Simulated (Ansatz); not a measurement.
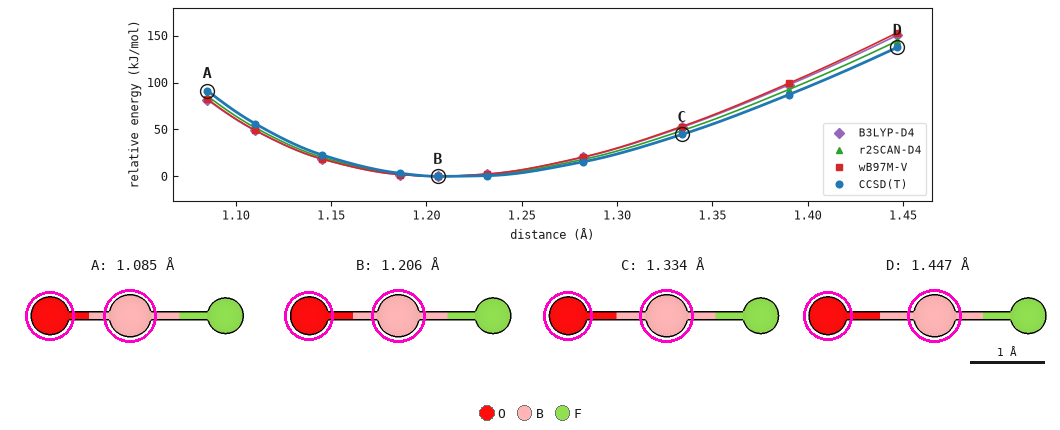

BOF: the O–B bond length is varied, with all other coordinates relaxed. The lettered frames are marked on the plot, at the values of CCSD(T). The picture is a ball-and-stick view, seen face on. The ringed atoms are those of the scanned coordinate.

Computed with Ansatz: CCSD(T), wB97M-V, r2SCAN-D4, B3LYP-D4, basis def2-TZVPP, on geometries relaxed under the constraint at PBE0-D4/def2-TZVP. Coupled cluster with a frozen core. Energies are counted from the PBE0-D4/def2-TZVP minimum geometry at the same level.

What does the scan show?

Answer. With CCSD(T): the lowest computed point lies at the distance 1.206 Å (0.0 kJ/mol). The curvature at the lowest point is about 91 eV/Å² (15 mdyn/Å). The well is steeper on the short side, as for any bond. At 1.447 Å the levels give CCSD(T) 137.5 kJ/mol, r2SCAN-D4 144.3 kJ/mol, B3LYP-D4 150.4 kJ/mol, wB97M-V 153.1 kJ/mol. Closest to CCSD(T) there is r2SCAN-D4. The T1 diagnostic reaches 0.025, so the single-reference result is less sure there.

The computed points:

Energies in kJ/mol.

```tsv
distance (Å)	CCSD(T)	wB97M-V	r2SCAN-D4	B3LYP-D4
1.085	91.5	82.5	85.9	81.9
1.110	56.3	49.3	52.1	49.0
1.145	23.0	18.7	20.5	18.5
1.186	3.3	2.0	2.6	2.0
1.206	0.0	0.0	0.0	0.0
1.232	0.7	2.5	1.7	2.5
1.282	15.4	20.5	18.0	20.2
1.334	44.6	53.1	48.6	52.3
1.390	87.0	99.0	92.4	97.4
1.447	137.5	153.1	144.3	150.4
```
